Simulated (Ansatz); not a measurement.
The starting structures come from a database of crystals and need not be the phases stable at ambient conditions.

 Where the default PAW files enter, the runs use the earlier of Ansatz's two default sets.

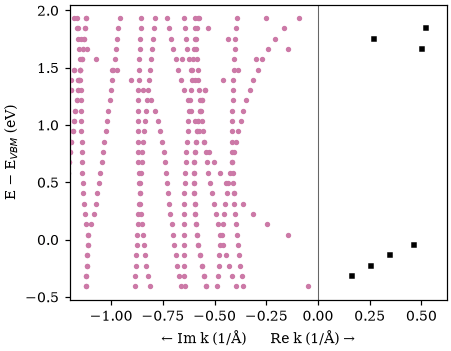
Figure: Complex bands at the centre of the two-dimensional zone; PBEsol (Ansatz, a quantum-chemistry and plane-wave program)

The gap is the functional's own, uncorrected, and κ follows it; spin-orbit coupling is left out. Mid-gap values are interpolated between the computed energies.

This is K2Os(Cl2O)2 (I4/mmm, not sure to be the ambient phase, 9 atoms a cell, 25.5 Å³ an atom, -2 GPa at this level) along the normal of (110). Read off the slowest decay at the centre of the two-dimensional zone at 0.85 eV, the computed energy nearest the middle of the gap.

κ ≈ 0.40 1/Å, a decay length 1/(2κ) of the density of 1.3 Å.
